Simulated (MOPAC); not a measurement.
# CH$_{2}$FNOSn: frequency calculation (part 2 of 2)

CH$_{2}$FNOSn; PM6-D3H4, closed shell, dispersion D3H4 (MOPAC 23.2.5). The geometry was optimised with PM6-D3H4.

Geometry of the input (Å):
```
O  -0.2350  -2.9332  -0.6240
C  -0.1053  -1.8085  -0.3217
N  0.0599  -0.6445  0.0379
Sn 0.1500  0.8798  0.3186
F  -0.9063  1.6996  -1.1951
H  -0.7393  1.3319  1.6772
H  1.7011  1.4862  0.0587
```

Log, continued:
```
 VIBRATION          6    4A"         ATOM PAIR     ENERGY CONTRIBUTION    RADIAL
 FREQUENCY           525.41         C 2 -- N 3         +28.2% ( 65.7%)      0.0%
 TRANSITION DIPOLE   1.2488         Sn4 -- H 6         +18.7% ( 53.5%)      4.1%
 TRAVEL (Ang.)       0.2532         Sn4 -- H 7         +18.7% ( 53.5%)      4.1%
 REDUCED MASS        2.0016         O 1 -- C 2         +14.8% ( 47.5%)      0.0%
 EFFECTIVE MASS      8.4423         C 2 -- Sn4         +11.1% ( 41.1%)      0.0%
 FORCE CONSTANT      0.3255

 VIBRATION          7    3A'         ATOM PAIR     ENERGY CONTRIBUTION    RADIAL
 FREQUENCY           552.10         Sn4 -- F 5         +34.0% ( 78.0%)     97.3%
 TRANSITION DIPOLE   1.7154         C 2 -- N 3         +19.8% ( 59.5%)      0.0%
 TRAVEL (Ang.)       0.1339         C 2 -- Sn4         +17.4% ( 55.8%)     14.3%
 REDUCED MASS        6.8071         O 1 -- C 2         +15.5% ( 52.6%)      0.6%
 EFFECTIVE MASS     23.6599
 FORCE CONSTANT      1.2225

 VIBRATION          8    4A'         ATOM PAIR     ENERGY CONTRIBUTION    RADIAL
 FREQUENCY           560.69         C 2 -- Sn4         +27.1% ( 85.6%)     66.4%
 TRANSITION DIPOLE   3.8100         C 2 -- N 3         +26.9% ( 85.4%)      0.1%
 TRAVEL (Ang.)       0.1579         O 1 -- C 2         +20.4% ( 74.4%)      1.1%
 REDUCED MASS        4.8214         Sn4 -- F 5         +14.2% ( 62.1%)     91.4%
 EFFECTIVE MASS     22.1137
 FORCE CONSTANT      0.8930

 VIBRATION          9    5A'         ATOM PAIR     ENERGY CONTRIBUTION    RADIAL
 FREQUENCY           608.73         C 2 -- Sn4         +32.8% (133.6%)     87.3%
 TRANSITION DIPOLE   2.5077         C 2 -- N 3         +25.9% (118.7%)      2.7%
 TRAVEL (Ang.)       0.1228         O 1 -- C 2         +20.6% (105.7%)     12.4%
 REDUCED MASS        7.3439         N 3 -- Sn4         +17.0% ( 96.2%)     84.2%
 EFFECTIVE MASS     27.9039
 FORCE CONSTANT      1.6033

 VIBRATION         10    6A'         ATOM PAIR     ENERGY CONTRIBUTION    RADIAL
 FREQUENCY           658.88         Sn4 -- H 7         +45.8% ( 57.9%)      0.0%
 TRANSITION DIPOLE   0.9773         Sn4 -- H 6         +45.8% ( 57.9%)      0.0%
 TRAVEL (Ang.)       0.4492         Sn4 -- F 5          +4.9% ( 19.0%)     84.3%
 REDUCED MASS        0.5072         C 2 -- N 3          +1.7% ( 11.0%)      0.0%
 EFFECTIVE MASS      2.1955
 FORCE CONSTANT      0.1297

 VIBRATION         11    7A'         ATOM PAIR     ENERGY CONTRIBUTION    RADIAL
 FREQUENCY           729.41         Sn4 -- H 6         +47.7% ( 58.6%)      0.2%
 TRANSITION DIPOLE   0.9530         Sn4 -- H 7         +47.7% ( 58.6%)      0.2%
 TRAVEL (Ang.)       0.4317         C 2 -- Sn4          +1.8% ( 11.3%)     92.5%
 REDUCED MASS        0.4959         C 2 -- N 3          +1.3% (  9.6%)     82.8%
 EFFECTIVE MASS      1.3270
 FORCE CONSTANT      0.1555

 VIBRATION         12    8A'         ATOM PAIR     ENERGY CONTRIBUTION    RADIAL
 FREQUENCY          1544.99         N 3 -- Sn4         +40.6% ( 80.8%)     99.3%
 TRANSITION DIPOLE   2.6769         C 2 -- N 3         +32.7% ( 72.6%)    100.0%
 TRAVEL (Ang.)       0.0770         O 1 -- C 2         +24.4% ( 62.7%)     99.9%
 REDUCED MASS        7.3576         C 2 -- Sn4          +2.1% ( 18.5%)     99.5%
 EFFECTIVE MASS     15.1557
 FORCE CONSTANT     10.3476

 VIBRATION         13    9A'         ATOM PAIR     ENERGY CONTRIBUTION    RADIAL
 FREQUENCY          2303.64         C 2 -- N 3         +37.3% ( 88.6%)     99.9%
 TRANSITION DIPOLE  11.6907         O 1 -- C 2         +34.8% ( 85.5%)    100.0%
 TRAVEL (Ang.)       0.0669         C 2 -- Sn4         +24.0% ( 71.0%)     99.8%
 REDUCED MASS        6.5326         N 3 -- Sn4          +3.8% ( 28.3%)     98.8%
 EFFECTIVE MASS     12.8139
 FORCE CONSTANT     20.4253

 VIBRATION         14   10A'         ATOM PAIR     ENERGY CONTRIBUTION    RADIAL
 FREQUENCY          2484.39         Sn4 -- H 7         +49.8% ( 70.7%)     99.5%
 TRANSITION DIPOLE   0.2105         Sn4 -- H 6         +49.8% ( 70.7%)     99.5%
 TRAVEL (Ang.)       0.2330         C 2 -- N 3          +0.1% (  3.7%)    100.0%
 REDUCED MASS        0.5000
 EFFECTIVE MASS      1.1041
 FORCE CONSTANT      1.8182

 VIBRATION         15    5A"         ATOM PAIR     ENERGY CONTRIBUTION    RADIAL
 FREQUENCY          2498.29         Sn4 -- H 6         +50.0% ( 70.7%)     99.7%
 TRANSITION DIPOLE   0.3317         Sn4 -- H 7         +50.0% ( 70.7%)     99.7%
 TRAVEL (Ang.)       0.2304
 REDUCED MASS        0.5086
 EFFECTIVE MASS      1.2583
 FORCE CONSTANT      1.8703

      SYMMETRY NUMBER FOR POINT-GROUP Cs  =  1

          SYSTEM IS A GROUND STATE

 O=C=[N][SnH2][F]
 CH2FNOSn

          MOLECULE IS NOT LINEAR

          THERE ARE 15 GENUINE VIBRATIONS IN THIS SYSTEM
          THIS THERMODYNAMICS CALCULATION IS LIMITED TO
          MOLECULES WHICH HAVE NO INTERNAL ROTATIONS

                    CALCULATED THERMODYNAMIC PROPERTIES
                                          *
   TEMP. (K)   PARTITION FUNCTION   H.O.F.    ENTHALPY  HEAT CAPACITY ENTROPY
                                   KCAL/MOL   CAL/MOLE    CAL/K/MOL  CAL/K/MOL

 298.00  VIB.     0.1171D+02                  2038.8920    14.3413    11.7307
         ROT.     0.2204D+06                   888.2803     2.9808    27.4297
         INT.     0.2580D+07                  2927.1723    17.3221    39.1604
         TRA.     0.2368D+28                  1480.4672     4.9680    41.4962
         TOT.                      -89.855    4407.6395    22.2901    80.6566

 200.00  VIB.     0.3916D+01                   840.0944     9.7804     6.9132
         ROT.     0.1212D+06                   596.1613     2.9808    26.2410
         INT.     0.4745D+06                  1436.2556    12.7613    33.1542
         TRA.     0.1302D+28                   993.6021     4.9680    39.5151
         TOT.                      -91.833    2429.8578    17.7293    72.6693

 210.00  VIB.     0.4356D+01                   940.7151    10.3404     7.4040
         ROT.     0.1304D+06                   625.9693     2.9808    26.3864
         INT.     0.5680D+06                  1566.6845    13.3212    33.7905
         TRA.     0.1401D+28                  1043.2822     4.9680    39.7575
         TOT.                      -91.653    2609.9667    18.2892    73.5480

 220.00  VIB.     0.4854D+01                  1046.8346    10.8799     7.8976
         ROT.     0.1398D+06                   655.7774     2.9808    26.5251
         INT.     0.6785D+06                  1702.6120    13.8607    34.4227
         TRA.     0.1502D+28                  1092.9623     4.9680    39.9886
         TOT.                      -91.467    2795.5744    18.8287    74.4113

 230.00  VIB.     0.5416D+01                  1158.2413    11.3977     8.3927
         ROT.     0.1494D+06                   685.5855     2.9808    26.6576
         INT.     0.8093D+06                  1843.8267    14.3785    35.0504
         TRA.     0.1606D+28                  1142.6424     4.9680    40.2094
         TOT.                      -91.277    2986.4692    19.3465    75.2598

 240.00  VIB.     0.6050D+01                  1274.7146    11.8932     8.8884
         ROT.     0.1593D+06                   715.3935     2.9808    26.7845
         INT.     0.9637D+06                  1990.1081    14.8740    35.6729
         TRA.     0.1712D+28                  1192.3226     4.9680    40.4209
         TOT.                      -91.081    3182.4306    19.8420    76.0937

 250.00  VIB.     0.6766D+01                  1396.0307    12.3663     9.3836
         ROT.     0.1693D+06                   745.2016     2.9808    26.9062
         INT.     0.1146D+07                  2141.2323    15.3471    36.2897
         TRA.     0.1820D+28                  1242.0027     4.9680    40.6237
         TOT.                      -90.880    3383.2349    20.3151    76.9134

 260.00  VIB.     0.7575D+01                  1521.9668    12.8173     9.8774
         ROT.     0.1796D+06                   775.0097     2.9808    27.0231
         INT.     0.1360D+07                  2296.9764    15.7981    36.9005
         TRA.     0.1930D+28                  1291.6828     4.9680    40.8185
         TOT.                      -90.674    3588.6592    20.7661    77.7190

 270.00  VIB.     0.8487D+01                  1652.3042    13.2467    10.3693
         ROT.     0.1901D+06                   804.8177     2.9808    27.1356
         INT.     0.1613D+07                  2457.1219    16.2275    37.5048
         TRA.     0.2042D+28                  1341.3629     4.9680    41.0060
         TOT.                      -90.465    3798.4848    21.1955    78.5109

 280.00  VIB.     0.9515D+01                  1786.8309    13.6553    10.8585
         ROT.     0.2007D+06                   834.6258     2.9808    27.2440
         INT.     0.1910D+07                  2621.4567    16.6361    38.1024
         TRA.     0.2157D+28                  1391.0430     4.9680    41.1867
         TOT.                      -90.250    4012.4996    21.6041    79.2891

 290.00  VIB.     0.1067D+02                  1925.3432    14.0440    11.3445
         ROT.     0.2116D+06                   864.4339     2.9808    27.3486
         INT.     0.2258D+07                  2789.7771    17.0248    38.6931
         TRA.     0.2274D+28                  1440.7231     4.9680    41.3610
         TOT.                      -90.032    4230.5002    21.9928    80.0541

 300.00  VIB.     0.1198D+02                  2067.6471    14.4137    11.8269
         ROT.     0.2226D+06                   894.2419     2.9808    27.4496
         INT.     0.2667D+07                  2961.8890    17.3945    39.2765
         TRA.     0.2392D+28                  1490.4032     4.9680    41.5295
         TOT.                      -89.811    4452.2922    22.3626    80.8060

 310.00  VIB.     0.1345D+02                  2213.5584    14.7656    12.3053
         ROT.     0.2338D+06                   924.0500     2.9808    27.5474
         INT.     0.3145D+07                  3137.6084    17.7464    39.8527
         TRA.     0.2513D+28                  1540.0833     4.9680    41.6924
         TOT.                      -89.585    4677.6917    22.7144    81.5450

 320.00  VIB.     0.1511D+02                  2362.9036    15.1007    12.7794
         ROT.     0.2452D+06                   953.8580     2.9808    27.6420
         INT.     0.3704D+07                  3316.7617    18.0815    40.4214
         TRA.     0.2635D+28                  1589.7634     4.9680    41.8501
         TOT.                      -89.356    4906.5251    23.0495    82.2715

 330.00  VIB.     0.1697D+02                  2515.5196    15.4200    13.2490
         ROT.     0.2568D+06                   983.6661     2.9808    27.7337
         INT.     0.4357D+07                  3499.1857    18.4008    40.9827
         TRA.     0.2760D+28                  1639.4435     4.9680    42.0030
         TOT.                      -89.124    5138.6292    23.3688    82.9857

 340.00  VIB.     0.1906D+02                  2671.2537    15.7245    13.7139
         ROT.     0.2686D+06                  1013.4742     2.9808    27.8227
         INT.     0.5119D+07                  3684.7278    18.7053    41.5366
         TRA.     0.2886D+28                  1689.1236     4.9680    42.1513
         TOT.                      -88.889    5373.8515    23.6733    83.6879

 350.00  VIB.     0.2141D+02                  2829.9632    16.0152    14.1739
         ROT.     0.2805D+06                  1043.2822     2.9808    27.9091
         INT.     0.6005D+07                  3873.2454    18.9960    42.0831
         TRA.     0.3014D+28                  1738.8037     4.9680    42.2953
         TOT.                      -88.651    5612.0491    23.9640    84.3783

 360.00  VIB.     0.2405D+02                  2991.5152    16.2931    14.6290
         ROT.     0.2926D+06                  1073.0903     2.9808    27.9931
         INT.     0.7037D+07                  4064.6055    19.2739    42.6221
         TRA.     0.3145D+28                  1788.4838     4.9680    42.4352
         TOT.                      -88.410    5853.0894    24.2419    85.0574

 370.00  VIB.     0.2701D+02                  3155.7861    16.5591    15.0791
         ROT.     0.3049D+06                  1102.8984     2.9808    28.0748
         INT.     0.8234D+07                  4258.6845    19.5399    43.1539
         TRA.     0.3277D+28                  1838.1639     4.9680    42.5714
         TOT.                      -88.166    6096.8484    24.5079    85.7252

 380.00  VIB.     0.3032D+02                  3322.6608    16.8140    15.5241
         ROT.     0.3174D+06                  1132.7064     2.9808    28.1543
         INT.     0.9624D+07                  4455.3673    19.7949    43.6784
         TRA.     0.3410D+28                  1887.8440     4.9680    42.7038
         TOT.                      -87.920    6343.2113    24.7629    86.3822

 390.00  VIB.     0.3404D+02                  3492.0327    17.0587    15.9640
         ROT.     0.3300D+06                  1162.5145     2.9808    28.2317
         INT.     0.1123D+08                  4654.5472    20.0395    44.1957
         TRA.     0.3546D+28                  1937.5242     4.9680    42.8329
         TOT.                      -87.671    6592.0714    25.0075    87.0286

 400.00  VIB.     0.3821D+02                  3663.8027    17.2938    16.3989
         ROT.     0.3427D+06                  1192.3226     2.9808    28.3071
         INT.     0.1309D+08                  4856.1252    20.2746    44.7061
         TRA.     0.3683D+28                  1987.2043     4.9680    42.9587
         TOT.                      -87.420    6843.3295    25.2426    87.6647

   *: NOTE: HEATS OF FORMATION ARE RELATIVE TO THE
            ELEMENTS IN THEIR STANDARD STATE AT 298K
              (=  Standard Enthalpy of Formation).

            Hvib:  Zero-point energy is not included.
                   frequencies of less than zero cm-1 are not included.
            Hrot = (3/2)RT
            Htra = (3/2)RT + pV = (5/2)RT

            Heat capacity is Cp, not Cv

           FORCE CONSTANT IN CARTESIAN COORDINATES (Millidynes/A)

    ATOM   CHEMICAL       X               Y               Z
   NUMBER   SYMBOL  FORCE CONSTANT  FORCE CONSTANT  FORCE CONSTANT

      1       O       15.608677        0.393951        0.377619
      2       C       27.116569        1.526908        1.339544
      3       N       20.197073        1.165133        0.868988
      4      Sn        9.258330        4.133688        6.141844
      5       F        0.203077        3.041594        0.141871
      6       H        0.812704        0.454754        2.791071
      7       H        0.812648        0.456167        2.789715

 *                    *
 * JOB ENDED NORMALLY *
 *                    *

 TOTAL JOB TIME:             0.07 SECONDS

 == MOPAC DONE ==
```

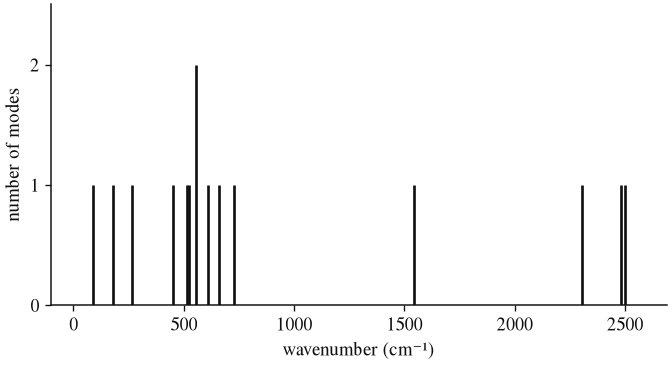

Harmonic vibrational wavenumbers from the force constants; neighbouring modes closer than 11 cm⁻¹ are counted in one stick. 15 modes from 90 to 2498 cm⁻¹, none imaginary.

Key numbers:

- outcome: converged
- heat of formation: −89.86 kcal/mol
- basis functions: 22
- zero-point energy: 0.031826 hartree
- wavenumbers, lowest and highest: 90 and 2498 cm⁻¹
- peak memory: 0.087 GiB

Notes:

MOPAC's energies along a path are heats of formation.
